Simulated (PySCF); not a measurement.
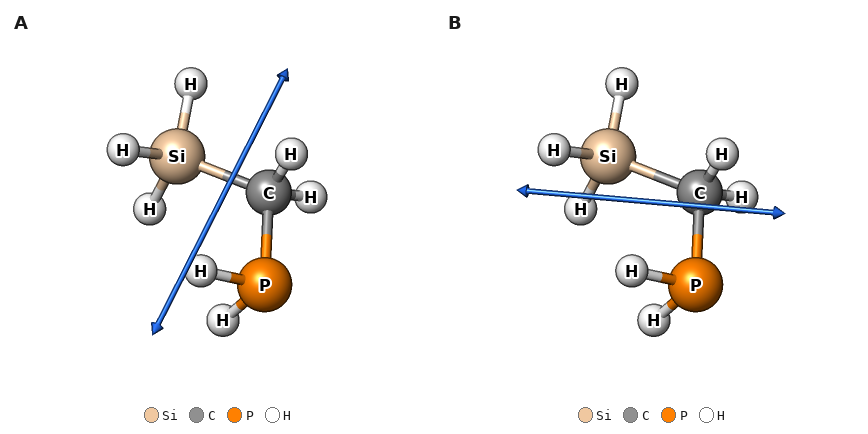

The double arrows show the directions of two transition dipoles from the ground state (lengths mean nothing). The geometry was computed by an optimisation with GFN2-xTB. No frequency run is at hand to confirm it as a minimum. Level of theory: TDDFT CAM-B3LYP/def2-SVPD, vertical, gas phase, core orbitals frozen in the response (PySCF 2.14.0).

One belongs to singlet state 1 and one to singlet state 7. Which is which?

Answer. A: state 1, 6.13 eV (202 nm), oscillator strength 0.024, mainly HOMO → LUMO (weight 0.91).
B: state 7, 8.15 eV (152 nm), oscillator strength 0.073, of mixed character, with the largest part HOMO → LUMO+7 (weight 0.48).

The geometry is semi-empirical. Around P, Si such bond lengths and angles can be off by a tenth of an ångström or more and by several degrees, and values that hang on the shape move with them.
